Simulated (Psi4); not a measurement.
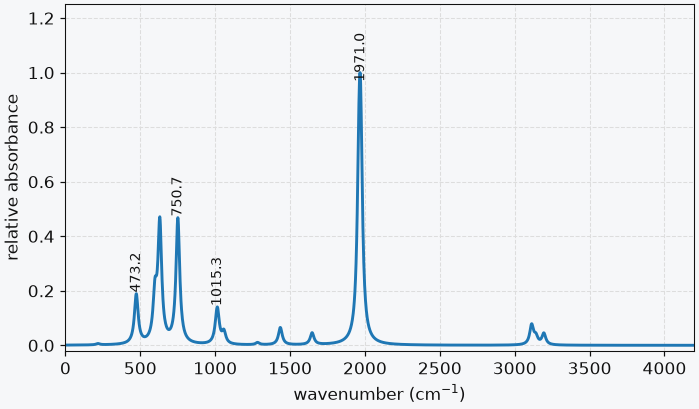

Unscaled harmonic wavenumbers and double-harmonic intensities, PBE0/def2-TZVP (dispersion D4) in Psi4 1.11, at a geometry relaxed at this level, isolated molecule. Modes within 2 cm⁻¹ of each other count as one line, with their intensities summed. Lorentzian lines of 30 cm⁻¹ full width. Close modes add up in the curve.

> Whose IR spectrum is this?
A. BN₂H₄Cl, SMILES NB(N)Cl
B. GeH₄Se, SMILES [GeH3][SeH], singlet
C. C₂H₅Ga, SMILES C=[CH][GaH2], singlet

C. It has its most intense lines at 1971.0, 1960.2 and 750.7 cm⁻¹.
